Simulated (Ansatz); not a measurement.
# SiHMe3 (C₃H₁₀Si): geometry, orbitals and charge

What does SiHMe3 (C₃H₁₀Si) look like as a singlet, and where do its frontier electrons sit?

The runs use Ansatz 0.2.0, Gaussian basis; RKS PBE0-D4/def2-TZVP.

Plan: relaxation at PBE-D4/def2-SVP; a search for the lowest solution at PBE0-D4/def2-SVP; a single point at PBE0-D4/def2-TZVP.

**1. Starting geometry**

14 atoms, charge 0, spin multiplicity 1.

Atoms are counted from 1 here; the program's logs count them from 0.

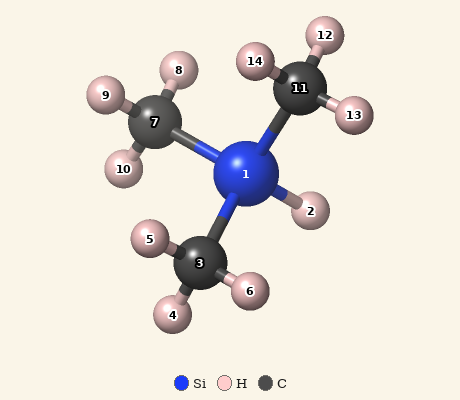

Start geometry, drawn with silicon blue, hydrogen pink, carbon dark grey; atoms are numbered from 1 in the order of the file.

Coordinates:

```mol
C3H10Si
  3D, bonds by distance, orders not assigned

 14 13  0  0  0  0  0  0  0  0999 V2000
    0.0034    0.0029    0.5217 Si  0  0
    0.0113    0.0092    1.9979 H   0  0
    1.7946    0.0074   -0.1236 C   0  0
    2.3509    0.8562    0.2621 H   0  0
    1.8270    0.0614   -1.2086 H   0  0
    2.3236   -0.8928    0.1746 H   0  0
   -0.9044    1.5509   -0.1139 C   0  0
   -1.9363    1.5692    0.2243 H   0  0
   -0.9159    1.5889   -1.1997 H   0  0
   -0.4287    2.4605    0.2400 H   0  0
   -0.8917   -1.5592   -0.0979 C   0  0
   -1.9291   -1.5737    0.2233 H   0  0
   -0.4202   -2.4607    0.2826 H   0  0
   -0.8844   -1.6203   -1.1828 H   0  0
  1  2  8  0
  1  3  8  0
  1  7  8  0
  1 11  8  0
  3  4  8  0
  3  5  8  0
  3  6  8  0
  7  8  8  0
  7  9  8  0
  7 10  8  0
 11 12  8  0
 11 13  8  0
 11 14  8  0
M  END
```

The start is a GFN2-xTB geometry.

**2. Relaxation at PBE-D4/def2-SVP**

in.yaml reads:

```yaml
crystal:
  periodic: [false, false, false]
  atoms:
    - {symbol: Si, position_ang: [0.003360, 0.002930, 0.521720]}
    - {symbol: H, position_ang: [0.011280, 0.009210, 1.997880]}
    - {symbol: C, position_ang: [1.794620, 0.007390, -0.123590]}
    - {symbol: H, position_ang: [2.350860, 0.856160, 0.262090]}
    - {symbol: H, position_ang: [1.826980, 0.061450, -1.208600]}
    - {symbol: H, position_ang: [2.323550, -0.892830, 0.174630]}
    - {symbol: C, position_ang: [-0.904440, 1.550920, -0.113880]}
    - {symbol: H, position_ang: [-1.936250, 1.569160, 0.224290]}
    - {symbol: H, position_ang: [-0.915930, 1.588870, -1.199710]}
    - {symbol: H, position_ang: [-0.428690, 2.460520, 0.240020]}
    - {symbol: C, position_ang: [-0.891670, -1.559150, -0.097940]}
    - {symbol: H, position_ang: [-1.929070, -1.573670, 0.223350]}
    - {symbol: H, position_ang: [-0.420190, -2.460670, 0.282580]}
    - {symbol: H, position_ang: [-0.884400, -1.620280, -1.182830]}
basis:
  gaussian: {orbitals: def2-SVP}
hamiltonian: {xc: pbe, dispersion: d4}
scf: {lower_state_search: "off"}
output: {orbitals: {seedname: orbitals}}
relax: {f_tol: 0.02, max_steps: 100}
```

The run is started by

```
ansatz run in.yaml --threads 4 --pin off --events-out ev --progress --plain --max-ram 3916MiB
```

The log of the run, cut to the lines that bear on the results:

```text
Functional definition: PBE
  name "PBE"
  cite "Perdew, Burke & Ernzerhof, Phys. Rev. Lett. 77, 3865 (1996) doi:10.1103/PhysRevLett.77.3865"
  parent pbe
[...]
1250 factors; their error is unknown
[...]
mean field -11138.65327700 eV, -409.3379578792 hartree, gradient 2.2e-6 eV, S^2 0.000000; 0 other end points of the search recorded, 0 dependent functions left out
[...]
reference -11138.65331385 eV, -409.3379592337 hartree; 21, 21 occupied and 89, 89 virtual orbitals, 1250 factors
relax step   1: F+E_penalty+E_count = -11138.90910515 eV  Δ(F+E_penalty+E_count) = +0.000e0 eV  max|allowed force component| = 9.833e-1 eV/Å  Δτ_max = 0.0000 Å  (17 SCF iters, accepted)
[...]
relax step   3: F+E_penalty+E_count = -11139.00827913 eV  Δ(F+E_penalty+E_count) = -7.768e-3 eV  max|allowed force component| = 6.403e-2 eV/Å  Δτ_max = 0.0270 Å  (19 SCF iters, accepted)
[...]
relax step   4: F+E_penalty+E_count = -11139.00857487 eV  Δ(F+E_penalty+E_count) = -2.957e-4 eV  max|allowed force component| = 1.164e-2 eV/Å  Δτ_max = 0.0075 Å  (12 SCF iters, accepted)
Total energy: -11139.00861181 eV, -409.3510161927 hartree
Atom 0 at     0.001561     0.000962     0.495998 Å, force     0.000269    -0.000169     0.011642 eV/Å
Atom 1 at     0.006465     0.003904     2.008115 Å, force    -0.000526    -0.000532    -0.003181 eV/Å
Atom 2 at     1.793948     0.005356    -0.117012 Å, force    -0.010182    -0.000865     0.000640 eV/Å
Atom 3 at     2.341071     0.898991     0.247791 Å, force    -0.002792    -0.005814    -0.004681 eV/Å
Atom 4 at     1.830191     0.013690    -1.226520 Å, force     0.006220    -0.000745     0.004830 eV/Å
Atom 5 at     2.340797    -0.893921     0.234189 Å, force    -0.002670     0.007440    -0.002970 eV/Å
Atom 6 at    -0.902383     1.550955    -0.111227 Å, force     0.006298    -0.009313     0.000447 eV/Å
Atom 7 at    -1.950943     1.572046     0.250763 Å, force     0.006010     0.001135    -0.003253 eV/Å
Atom 8 at    -0.924772     1.584071    -1.220602 Å, force    -0.003423     0.005203     0.003661 eV/Å
Atom 9 at    -0.401448     2.474078     0.246354 Å, force    -0.003778    -0.004600    -0.003518 eV/Å
Atom 10 at    -0.892666    -1.556940    -0.105355 Å, force     0.005307     0.009898    -0.001856 eV/Å
Atom 11 at    -1.942883    -1.580446     0.251693 Å, force     0.006751    -0.001390    -0.002485 eV/Å
Atom 12 at    -0.389240    -2.475482     0.260441 Å, force    -0.003838     0.004874    -0.003696 eV/Å
Atom 13 at    -0.909689    -1.597252    -1.214619 Å, force    -0.003645    -0.005122     0.004419 eV/Å
Dipole moment:    -0.000411    -0.000221    -0.129893 e Å
Checks for a lower state left out: stability, starts, cluster_reference, orbital_swaps, neighbouring_geometries, increment
```

It took 3.3 s on 4 threads of Arm Neoverse V2, shared host.

Step by step:

| step | energy from step 1 (eV) | largest force component (eV/Å) |
| --- | --- | --- |
| 1 | 0.0000 | 0.9833 |
| 2 | -0.0914 | 0.2855 |
| 3 | -0.0992 | 0.0640 |
| 4 | -0.0995 | 0.0116 |

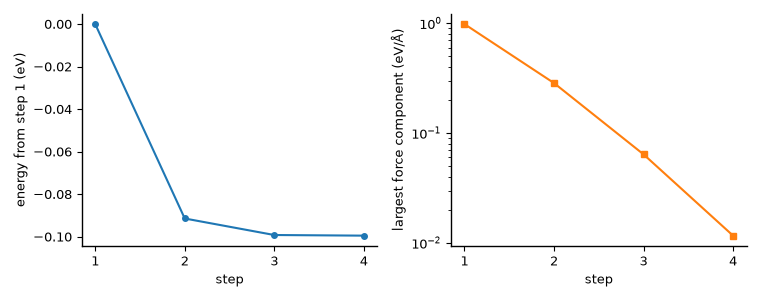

Energy and force, step by step.

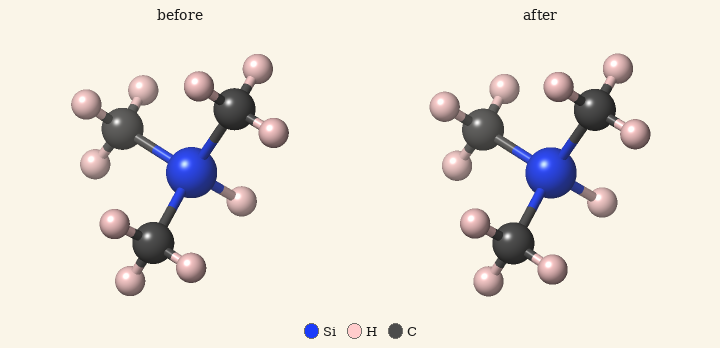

Before and after, at one scale.

Distances of close pairs at the start and the end, largest changes first:

| bond | before (Å) | after (Å) | change (Å) |
| --- | --- | --- | --- |
| Si1–H2 | 1.476 | 1.512 | +0.036 |
| C3–H4 | 1.086 | 1.110 | +0.024 |
| C7–H10 | 1.086 | 1.109 | +0.024 |
| C3–H6 | 1.086 | 1.110 | +0.024 |
| C7–H9 | 1.087 | 1.110 | +0.024 |
| C7–H8 | 1.086 | 1.109 | +0.024 |
| C11–H14 | 1.087 | 1.110 | +0.023 |
| C11–H12 | 1.086 | 1.110 | +0.023 |

Bonds by kind at the end (by distance):

| bond | count | shortest (Å) | longest (Å) |
| --- | --- | --- | --- |
| C–Si | 3 | 1.894 | 1.894 |
| C–H | 9 | 1.109 | 1.110 |
| H–Si | 1 | 1.512 | 1.512 |

**3. Searching for the lowest solution, PBE0-D4/def2-SVP**

start.molden holds the orbitals of an earlier run on this state, given as this run's starting guess.

in.yaml reads:

```yaml
crystal:
  periodic: [false, false, false]
  atoms:
    - {symbol: Si, position_ang: [0.001561, 0.000962, 0.495998]}
    - {symbol: H, position_ang: [0.006465, 0.003904, 2.008115]}
    - {symbol: C, position_ang: [1.793948, 0.005356, -0.117012]}
    - {symbol: H, position_ang: [2.341071, 0.898991, 0.247791]}
    - {symbol: H, position_ang: [1.830191, 0.013690, -1.226520]}
    - {symbol: H, position_ang: [2.340797, -0.893921, 0.234189]}
    - {symbol: C, position_ang: [-0.902383, 1.550955, -0.111227]}
    - {symbol: H, position_ang: [-1.950943, 1.572046, 0.250763]}
    - {symbol: H, position_ang: [-0.924772, 1.584071, -1.220602]}
    - {symbol: H, position_ang: [-0.401448, 2.474078, 0.246354]}
    - {symbol: C, position_ang: [-0.892666, -1.556940, -0.105355]}
    - {symbol: H, position_ang: [-1.942883, -1.580446, 0.251693]}
    - {symbol: H, position_ang: [-0.389240, -2.475482, 0.260441]}
    - {symbol: H, position_ang: [-0.909689, -1.597252, -1.214619]}
basis:
  gaussian: {orbitals: def2-SVP, initial_orbitals: start.molden}
hamiltonian: {xc: pbe0, dispersion: d4}
output: {orbitals: {seedname: orbitals}}
```

The command is unchanged.

The log of the run:

```text
Functional definition: PBE0
  name "PBE0"
  cite "Adamo & Barone, J. Chem. Phys. 110, 6158 (1999) doi:10.1063/1.478522"
  cite "Perdew, Burke & Ernzerhof, Phys. Rev. Lett. 77, 3865 (1996) doi:10.1103/PhysRevLett.77.3865"
  parent pbe
  parameter a = 0.25
  parameter kappa = 0.804
  parameter beta = 0.06672455060314922
  exchange = (1 - a)*pbe_x(kappa = kappa, mu = beta*pi^2/3) + a*exact_x
  correlation = pbe_c(beta = beta)
1250 factors; their error is unknown
mean field evaluation 1: about -11140.3894 eV, gradient 5.5e0 eV
mean field evaluation 2: about -11140.4448 eV, gradient 5.0e-2 eV
mean field evaluation 4: about -11140.4822 eV, gradient 5.8e-5 eV
mean field evaluation 8: about -11140.4158 eV, gradient 3.0e0 eV
mean field evaluation 16: about -11140.4822 eV, gradient 1.4e-4 eV
mean field -11140.48218201 eV, -409.4051688987 hartree, gradient 7.2e-5 eV, S^2 0.000000; 1 other end points of the search recorded, 0 dependent functions left out
reference -11140.48221110 eV, -409.4051699680 hartree; 21, 21 occupied and 89, 89 virtual orbitals, 1250 factors
Total energy: -11140.69896751 eV, -409.4131356191 hartree
```

Run time: 1.4 s. Hardware: 4 threads of Arm Neoverse V2, shared host.

HOMO -8.51 eV, LUMO 1.63 eV.

**4. Single point, PBE0-D4/def2-TZVP**

Edit in.yaml of step 3 so:

```diff
@@ -18,4 +18,5 @@
 basis:
-  gaussian: {orbitals: def2-SVP, initial_orbitals: start.molden}
+  gaussian: {orbitals: def2-TZVP, initial_orbitals: start.molden}
 hamiltonian: {xc: pbe0, dispersion: d4}
-output: {orbitals: {seedname: orbitals}}
+scf: {omitted_lower_state_checks: [starts]}
+output: {forces: true, orbitals: {seedname: orbitals}}
```

Same command.

The log of the run, cut to the lines that bear on the results:

```text
Functional definition: PBE0
  name "PBE0"
  cite "Adamo & Barone, J. Chem. Phys. 110, 6158 (1999) doi:10.1063/1.478522"
  cite "Perdew, Burke & Ernzerhof, Phys. Rev. Lett. 77, 3865 (1996) doi:10.1103/PhysRevLett.77.3865"
  parent pbe
[...]
1248 factors; their error is unknown
[...]
mean field -11146.77614447 eV, -409.6364677530 hartree, gradient 6.5e-6 eV, S^2 0.000000; 0 other end points of the search recorded, 0 dependent functions left out
[...]
reference -11146.77617826 eV, -409.6364689947 hartree; 21, 21 occupied and 169, 169 virtual orbitals, 1248 factors
Total energy: -11146.99293466 eV, -409.6444346458 hartree
Atom 0 at     0.001561     0.000962     0.495998 Å, force     0.000097    -0.000331    -0.059592 eV/Å
Atom 1 at     0.006465     0.003904     2.008115 Å, force    -0.001471    -0.001086    -0.311792 eV/Å
[...]
Atom 5 at     2.340797    -0.893921     0.234189 Å, force    -0.269610     0.433293    -0.167728 eV/Å
Atom 6 at    -0.902383     1.550955    -0.111227 Å, force    -0.087964     0.151986    -0.059436 eV/Å
Atom 7 at    -1.950943     1.572046     0.250763 Å, force     0.506765    -0.015672    -0.173150 eV/Å
Atom 8 at    -0.924772     1.584071    -1.220602 Å, force     0.009441    -0.014356     0.527783 eV/Å
Atom 9 at    -0.401448     2.474078     0.246354 Å, force    -0.237059    -0.448729    -0.171264 eV/Å
Atom 10 at    -0.892666    -1.556940    -0.105355 Å, force    -0.087826    -0.152272    -0.061091 eV/Å
Atom 11 at    -1.942883    -1.580446     0.251693 Å, force     0.508205     0.016599    -0.170053 eV/Å
Atom 12 at    -0.389240    -2.475482     0.260441 Å, force    -0.238429     0.446902    -0.175329 eV/Å
Atom 13 at    -0.909689    -1.597252    -1.214619 Å, force     0.006778     0.017833     0.528345 eV/Å
Dipole moment:    -0.000385    -0.000205    -0.120922 e Å
Checks for a lower state left out: starts
```

Run time: 2.7 s. Hardware: 4 threads of Arm Neoverse V2, shared host.

HOMO -8.52 eV, LUMO 1.04 eV.

Mulliken charges, from this run's orbitals:

Si1 0.33; H2 -0.04; C3 -0.50; H4 0.14; H5 0.13; H6 0.14; C7 -0.50; H8 0.14; H9 0.13; H10 0.14; C11 -0.50; H12 0.14; H13 0.14; H14 0.13

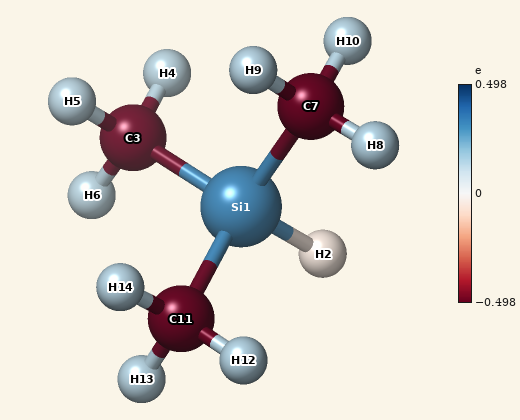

Mulliken charges, from this run's orbitals, as colours on the atoms.

Largest Mayer bond orders: Si1–C3 0.99; Si1–C7 0.99; Si1–C11 0.99; Si1–H2 0.96; C3–H4 0.95; C3–H6 0.95; C7–H8 0.95; C7–H10 0.95; C11–H12 0.95; C11–H13 0.95.

**5. Results**

| quantity | value |
| --- | --- |
| point group | C3v |
| commonest bond, hydrogen aside | C–Si, 3 of mean length 1.894 Å |
| HOMO, LUMO at PBE0-D4/def2-TZVP | -8.52, 1.04 eV |
| dipole at PBE-D4/def2-SVP | 0.62 D |

The molecule keeps its bonding pattern by the stored test; the atoms moved 0.03 Å (rms). No usable vibrations, so a minimum isn't proven.
